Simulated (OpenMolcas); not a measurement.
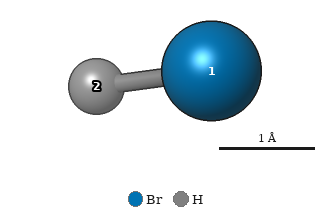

**Figure 1.** The input geometry (ball-and-stick view, seen at a tilt; atoms are numbered from 1 in the order of the input).

**Single-point calculation of HBr**

- system: HBr, multiplicity 3
- method: HF/cc-pVTZ, UHF (OpenMolcas 26.06)

The geometry is that of the parent species in another charge or spin state. The geometry comes from this level: PBE0-D4/def2-TZVP.

Log
```
--- Start Module: gateway ---

                                              &GATEWAY

                       available to each process: 1.9 GB of memory, 1 thread

 Basis Set     1 Label: BR.CC-PVTZ....
 Basis set is read from library:.
 basistype.tbl is not found

 Basis Set     2 Label: H.CC-PVTZ....
 Basis set is read from library:.
 basistype.tbl is not found

++    Symmetry information:
      ---------------------

                    Character Table for C1

                             E
                    a        1  x, y, xy, Rz, z, xz, Ry, yz, Rx, I
--

++    Basis set information:
      ----------------------

      Basis set label: BR.CC-PVTZ.........

      Electronic valence basis set:
      ------------------
      Associated Effective Charge  35.000000 au
      Associated Actual Charge     35.000000 au
      Nuclear Model: Point charge

      Shell  nPrim  nBasis  Cartesian Spherical Contaminant
         s      20       6        X
         p      13       5        X
         d       9       3                 X
         f       1       1                 X

      Basis set label: H.CC-PVTZ.........

      Electronic valence basis set:
      ------------------
      Associated Effective Charge   1.000000 au
      Associated Actual Charge      1.000000 au
      Nuclear Model: Point charge

      Shell  nPrim  nBasis  Cartesian Spherical Contaminant
         s       5       3        X
         p       2       2        X
         d       1       1                 X
--

++    Molecular structure info:
      -------------------------

                    ************************************************
                    **** Cartesian Coordinates / bohr, angstrom ****
                    ************************************************

     Center  Label                x              y              z                     x              y              z
        1      BR1             -1.139921       0.411885      -0.576461             -0.603220       0.217960      -0.305050
        2      H2               1.139921      -0.411885       0.576461              0.603220      -0.217960       0.305050
--

            Nuclear Potential Energy             13.03875000 au

--- Stop Module: gateway /rc=_RC_ALL_IS_WELL_ ---

--- Start Module: seward ---

                                              &SEWARD

                       available to each process: 1.9 GB of memory, 1 thread

               SEWARD will generate:
                  Multipole Moment integrals up to order  2
                  Kinetic Energy integrals
                  Nuclear Attraction integrals (point charge)
                  One-Electron Hamiltonian integrals
                  Velocity integrals
                  Orbital angular momentum around ( -1.1112   0.4015  -0.5619 )
                  Velocity quadrupole around ( -1.1112   0.4015  -0.5619 )
                  Two-Electron Repulsion integrals

                   Integrals are discarded if absolute value <: 1.00E-14
                   Integral cutoff threshold is set to       <: 1.00E-16

            Nuclear Potential Energy             13.03875000 au

      Basis set specifications :
      Symmetry species         a
      Basis functions           57

--- Stop Module: seward /rc=_RC_ALL_IS_WELL_ ---
--- Module seward spent 1 second ---

--- Start Module: scf ---

                                                &SCF

                       available to each process: 1.9 GB of memory, 1 thread

++    Input section:
      --------------

      Header of the integral files:

      Cartesian coordinates in angstrom:
      -----------------------------------------------------
      No.  Label        X            Y            Z
      -----------------------------------------------------
       1   BR1       -0.60322000   0.21796000  -0.30505000
       2   H2         0.60322000  -0.21796000   0.30505000
      -----------------------------------------------------
      Nuclear repulsion energy =   13.03875000
--

++    Orbital specifications:
      -----------------------

      Symmetry species               1
                                     a
      Frozen orbitals                0
      Start temperature = 0.500
      End temperature   = 0.010
      Temperature Factor= 0.460
      Deleted orbitals               0
      Total number of orbitals      57
      Number of basis functions     57
--

      Molecular charge                           0.000

++    Optimization specifications:
      ----------------------------

      SCF Algorithm: Conventional USCF
      D(i)-D(i-1) density differences are used
      Number of density matrices in core                 5
      Maximum number of NDDO SCF iterations            400
      Maximum number of HF SCF iterations              400
      Threshold for SCF energy change             1.00E-10
      Threshold for density matrix                1.00E-07
      Threshold for Fock matrix                   1.00E-07
      Threshold for linear dependence             1.00E-09
      Threshold at which DIIS is turned on        1.50E-01
      Maximum depth in the DIIS procedure                5
      Maximum depth in the BFGS Hessian update          30
      Threshold at which QNR/C2DIIS is turned on  7.50E-02
      Threshold for Norm(delta) (QNR/C2DIIS)      1.00E-05
      All orbitals punched on: UHFORB
--

      Input vectors read from INPORB
      Orbital file label: *Guess orbitals

++ Convergence information
                               UHF SCF        iterations: Energy and convergence statistics

Iter     Tot. SCF        One-elec.       Two-elec.     Energy      Max Dij or  Max Fij      DNorm      TNorm      AccCon     Time
         Energy          Energy          Energy        Change      Delta Norm                                                in Sec.

 The total and one-electron energies are shifted by a value of      2000. a.u.

   1  -571.621098268 -1602.768711935  1018.108863663   0.00E+00    3.00E-01*   1.13E+01*    1.06E+01   3.09E+02   None         0.
   2  -571.619298252 -1602.281350967  1017.623302710   1.80E-03*   3.00E-01*   2.48E-13     8.07E+00   3.09E+02   EDIIS        0.
   3  -572.500151854 -1608.172198714  1022.633296856  -8.81E-01*   1.03E-01*   9.48E-02*    6.18E+00   3.10E+02   EDIIS        0.
   4  -572.710685840 -1605.576073755  1019.826637910  -2.11E-01*   6.40E-02*   5.17E-02*    2.37E+00   3.09E+02   EDIIS        0.
   5  -572.733417308 -1606.740243342  1020.968076029  -2.27E-02*   2.77E-02*   2.02E-02*    7.26E-01   3.09E+02   EDIIS        0.
   6  -572.734446397 -1606.185324026  1020.412127625  -1.03E-03*   7.56E-03*   5.56E-03*    2.34E-01   3.09E+02   EDIIS        0.
   7  -572.734621972 -1606.390167311  1020.616795335  -1.76E-04*   6.10E-03*   2.21E-03*    1.09E-01   3.09E+02   EDIIS        0.
   8  -572.734659440 -1606.285707249  1020.512297804  -3.75E-05*   3.25E-03*   8.89E-04*    5.30E-02   3.09E+02   EDIIS        0.
   9  -572.734669132 -1606.318550864  1020.545131727  -9.69E-06*   2.37E-03*   5.61E-04*    2.71E-02   3.09E+02   EDIIS        0.
  10  -572.734672048 -1606.297919792  1020.524497739  -2.92E-06*   1.45E-03*   3.43E-04*    1.60E-02   3.09E+02   EDIIS        0.
  11  -572.743547929 -1606.302471620  1020.520173687  -8.88E-03*   2.00E-02*   1.10E-02*    3.46E-01   3.09E+02   EDIIS        0.
  12  -572.828455349 -1606.482387607  1020.615182254  -8.49E-02*   6.43E-02*   2.86E-02*    8.19E-01   3.09E+02   EDIIS        0.
  13  -572.832288315 -1606.754590205  1020.883551886  -3.83E-03*   2.64E-02*   1.10E-02*    2.55E-01   3.09E+02   EDIIS        0.

       Fermi aufbau procedure completed!
      nOcc(alpha)=   19
      nOcc(beta) =   17

  14  -572.832980642 -1606.695737836  1020.824007190  -6.92E-04*   2.85E-03*   9.34E-03*    1.34E-01   3.09E+02   c2DIIS       0.
  15  -572.833171572 -1606.738500035  1020.866578459  -1.91E-04*   2.95E-03*   7.00E-04*    2.31E-02   3.09E+02   QNRc2DIIS    0.
  16  -572.833174462 -1606.699447434  1020.827522967  -2.89E-06*   2.52E-03*   2.66E-04*    1.24E-02   3.09E+02   QNRc2DIIS    0.
  17  -572.833175348 -1606.705594342  1020.833668990  -8.86E-07*   4.18E-04*   7.14E-05*    1.00E-02   3.09E+02   QNRc2DIIS    0.
  18  -572.833175384 -1606.706899755  1020.834974366  -3.63E-08*   2.20E-04*   2.35E-05*    1.72E-03   3.09E+02   QNRc2DIIS    0.
  19  -572.833175391 -1606.706814736  1020.834889341  -6.54E-09*   7.14E-05*   5.54E-06*    8.68E-04   3.09E+02   QNRc2DIIS    0.
  20  -572.833175391 -1606.706681047  1020.834755651  -5.00E-10*   1.06E-05*   1.57E-06*    2.55E-04   3.09E+02   QNRc2DIIS    0.
  21  -572.833175391 -1606.706683306  1020.834757910  -1.41E-11    4.32E-06    4.51E-07*    3.73E-05   3.09E+02   QNRc2DIIS    0.
  22  -572.833175391 -1606.706679960  1020.834754564   4.55E-13*   1.28E-06    1.67E-07*    1.83E-05   3.09E+02   QNRc2DIIS    0.
  23  -572.833175391 -1606.706679836  1020.834754440  -4.55E-13    5.05E-07    6.72E-08     3.95E-06   3.09E+02   QNRc2DIIS    0.

       Convergence after  23 Iterations
--

 *****************************************************************************************************************************
 *                                             SCF/KS-DFT Program, Final results                                             *
 *                                                       Final Results                                                       *
 *****************************************************************************************************************************

::    Total SCF energy                              -2572.8331753914
      One-electron energy                           -3606.7066798358
      Two-electron energy                            1020.8347544400
      Nuclear repulsion energy                         13.0387500044
      Kinetic energy (interpolated)                  2573.3236647551
      Virial theorem                                    0.9998093946
      Total spin, S(S+1)                                2.0129997227
      Total spin, S                                     1.0043269999
      Max non-diagonal density matrix element           0.0000003402
      Max non-diagonal Fock matrix element              0.0000000397

      All orbitals with orbital energies smaller than  E(LUMO)+0.5 are printed

++    Molecular orbitals:
      -------------------

      Title: UHF orbitals (alpha)

      Molecular orbitals for symmetry species 1: a

          Orbital            1         2         3         4         5         6         7         8         9        10
          Energy         -490.1064  -65.2455  -58.6047  -58.5995  -58.5974   -9.9248   -7.5457   -7.5276   -7.5223   -3.2818
          Occ. No.          1.0000    1.0000    1.0000    1.0000    1.0000    1.0000    1.0000    1.0000    1.0000    1.0000

          Orbital           11        12        13        14        15        16        17        18        19        20
          Energy           -3.2770   -3.2728   -3.2623   -3.2607   -1.1361   -0.6577   -0.5734   -0.5025   -0.1980    0.2712
          Occ. No.          1.0000    1.0000    1.0000    1.0000    1.0000    1.0000    1.0000    1.0000    1.0000    0.0000

          Orbital           21        22        23        24        25        26        27        28        29
          Energy            0.3194    0.3401    0.3462    0.4237    0.4535    0.4553    0.4574    0.5122    0.7444
          Occ. No.          0.0000    0.0000    0.0000    0.0000    0.0000    0.0000    0.0000    0.0000    0.0000

--

      All orbitals with orbital energies smaller than  E(LUMO)+0.5 are printed

++    Molecular orbitals:
      -------------------

      Title: UHF orbitals (beta)

      Molecular orbitals for symmetry species 1: a

          Orbital            1         2         3         4         5         6         7         8         9        10
          Energy         -490.1006  -65.2416  -58.5954  -58.5949  -58.5924   -9.9125   -7.5205   -7.5177   -7.5136   -3.2680
          Occ. No.          1.0000    1.0000    1.0000    1.0000    1.0000    1.0000    1.0000    1.0000    1.0000    1.0000

          Orbital           11        12        13        14        15        16        17        18        19        20
          Energy           -3.2669   -3.2629   -3.2584   -3.2582   -1.0060   -0.5626   -0.4689   -0.0756    0.1650    0.3156
          Occ. No.          1.0000    1.0000    1.0000    1.0000    1.0000    1.0000    1.0000    0.0000    0.0000    0.0000

          Orbital           21        22        23
          Energy            0.3584    0.3820    0.3875
          Occ. No.          0.0000    0.0000    0.0000

--

++    Molecular charges:
      ------------------

      Mulliken charges per centre and basis function type
      ---------------------------------------------------

                            BR1                     H2
                     alpha        beta       alpha        beta
      1s           3.8936      3.9595      1.1424      0.2484
      2px          2.9119      2.5444      0.0020      0.0131
      2pz          2.9752      2.5299      0.0019      0.0048
      2py          2.9856      2.6744      0.0022      0.0040
      3d2+         1.0199      1.0050      0.0002      0.0002
      3d1+         1.0354      1.0072      0.0003      0.0004
      3d0          1.0042      1.0009      0.0001      0.0001
      3d1-         1.0015      1.0019      0.0001      0.0000
      3d2-         1.0191      1.0038      0.0002      0.0004
      4f3+         0.0003      0.0001      0.0000      0.0000
      4f2+         0.0012      0.0005      0.0000      0.0000
      4f1+         0.0001      0.0000      0.0000      0.0000
      4f0          0.0008      0.0003      0.0000      0.0000
      4f1-         0.0002      0.0000      0.0000      0.0000
      4f2-         0.0008      0.0002      0.0000      0.0000
      4f3-         0.0009      0.0005      0.0000      0.0000
      Total       17.8507     16.7286      1.1493      0.2714
      Total             34.5793                  1.4207

      Charge            0.4207                 -0.4207

      Total electronic charge=   36.000000

      Total            charge=   -0.000000
--

++    Molecular orbitals:
      -------------------

      Title: Natural orbitals

      Molecular orbitals for symmetry species 1: a

          Orbital            1         2         3         4         5         6         7         8         9        10
          Energy         -490.1034  -65.2351  -58.5920  -58.5820  -58.5936   -7.5024   -9.1862   -7.7012   -3.2755   -3.7678
          Occ. No.          2.0000    2.0000    2.0000    2.0000    2.0000    2.0000    2.0000    2.0000    2.0000    2.0000

          Orbital           11        12        13        14        15        16        17        18        19        20
          Energy           -7.5328   -3.3351   -3.2678   -3.2753   -0.4896   -0.6408   -1.0441   -0.3134   -0.0024    0.7707
          Occ. No.          2.0000    2.0000    2.0000    2.0000    1.9994    1.9974    1.9967    1.0000    1.0000    0.0033

          Orbital           21        22        23        24        25        26        27        28        29        30
          Energy            0.7356    1.0846    0.9603    0.9574    2.2195    1.8584    2.0323    1.5691    2.4048    2.6121
          Occ. No.          0.0026    0.0006    0.0000    0.0000    0.0000    0.0000    0.0000    0.0000    0.0000    0.0000

          Orbital           31        32        33        34        35        36        37        38        39        40
          Energy            1.1110    1.3463    1.5518    1.6626    1.4678    0.3976    0.3772    0.9351    0.7855    1.1491
          Occ. No.          0.0000    0.0000    0.0000    0.0000    0.0000    0.0000    0.0000    0.0000    0.0000    0.0000

          Orbital           41        42        43        44        45        46        47        48        49        50
          Energy            1.4915    1.0593    3.4766    1.6453    2.4791    2.4867    1.7076    3.3691    3.3483    4.5108
          Occ. No.          0.0000    0.0000    0.0000    0.0000    0.0000    0.0000    0.0000    0.0000    0.0000    0.0000

          Orbital           51        52        53        54        55        56
          Energy            1.8728    4.1628    3.3640    3.2289    3.3970    3.8399
          Occ. No.          0.0000    0.0000    0.0000    0.0000    0.0000    0.0000

--

++    Molecular properties:
      ---------------------

      Charge (e):
                      =   -0.0000
      Dipole Moment (debye):
      Origin of the operator (angstrom)=   -0.5880    0.2125   -0.2974
                   X= -1.2027E+00               Y=  4.3457E-01               Z= -6.0820E-01           Total=  1.4161E+00
      Quadrupole Moment (debye*angstrom):
      Origin of the operator (angstrom)=   -0.5880    0.2125   -0.2974
                  XX= -2.3362E+01              XY=  2.2995E+00              XZ= -3.0516E+00              YY= -1.9661E+01
                  YZ= -2.0684E-01              ZZ= -1.9849E+01
      In traceless form (debye*angstrom)
                  XX= -3.6064E+00              XY=  3.4492E+00              XZ= -4.5773E+00              YY=  1.9442E+00
                  YZ= -3.1026E-01              ZZ=  1.6623E+00
--

--- Stop Module: scf /rc=_RC_ALL_IS_WELL_ ---
--- Module scf spent 2 seconds ---

.##################.
.# Happy landing! #.
.##################.

    Timing: Wall=3.86 User=2.24 System=0.47
```

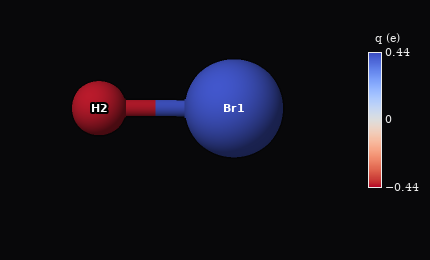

**Figure 2.** Mulliken charges, as the colour of each atom (ball-and-stick view, seen on its broad side; atoms are numbered from 1 in the order of the input). By element: Br +0.42 and H −0.42 e.

The run was set up as follows.

Input
```
&gateway
 baslib=$CurrDir
 basisset
 Br.cc-pVTZ....
 Br1 -0.603220 0.217960 -0.305050 angstrom
 End of Basis
 basisset
 H.cc-pVTZ....
 H2 0.603220 -0.217960 0.305050 angstrom
 End of Basis

&seward

&scf
 uhf
 spin=3
 thresholds=1e-10 1e-07 1e-07 1e-05
 prorbitals=1 1
```

Run as:
```bash
export MOLCAS_MEM=1860
pymolcas mol.inp > mol.log
```

Results in brief

```csv
quantity,value
outcome,converged
total energy,−2572.833175 hartree
basis functions,57
⟨S²⟩,2.013
dipole moment,1.42 debye
hardware,"1 thread of Arm Neoverse V2, 24 GiB of memory available, shared host"
wall time,4.2 s
peak memory,0.39 GiB
```
